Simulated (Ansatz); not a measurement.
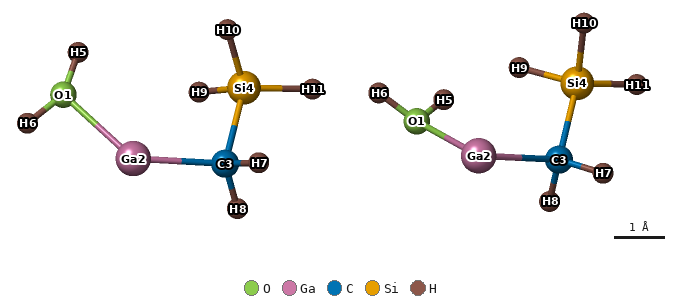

Two geometries of CH$_{7}$GaOSi, drawn at one scale. One is the start of a relaxation, the other its converged end. A ball-and-stick model, seen at a tilt.

Computed with RKS PBE0-D4/def2-SVP in Ansatz. Settings: no spin polarisation; force threshold 0.02 eV/Å; at most 50 steps.

Which one is relaxed?

Answer. The right one is the relaxed one. The run prepares an end point of a later path (hydrogen shift) calculation, from a guessed geometry. Over 18 geometry steps the energy falls by 51.6 kcal/mol. The largest force component goes from 3.4 to 0.018 eV/Å. The largest move after the best rigid fit is that of H5, 1.19 Å. By element the largest moves are H 1.19 Å, Ga 0.98 Å, O 0.66 Å, C 0.19 Å, Si 0.19 Å. Near-neighbour distances that change, for instance: O1–Ga2 1.994 → 2.335 Å, Ga2–C3 1.907 → 2.094 Å, Si4–H10 1.413 → 1.502 Å, C3–H7 1.171 → 1.105 Å. Bond angles that change, for instance: O1–Ga2–C3 129.6° → 85.2°, H5–O1–H6 150.0° → 106.9°, Ga2–O1–H6 91.7° → 117.9°. Groups turn about Ga2–C3 by about 45°. The run took 63 s on 2 threads of Intel(R) Xeon(R) Platinum 8488C (Sapphire Rapids), on a shared host, peak memory 0.29 GiB.
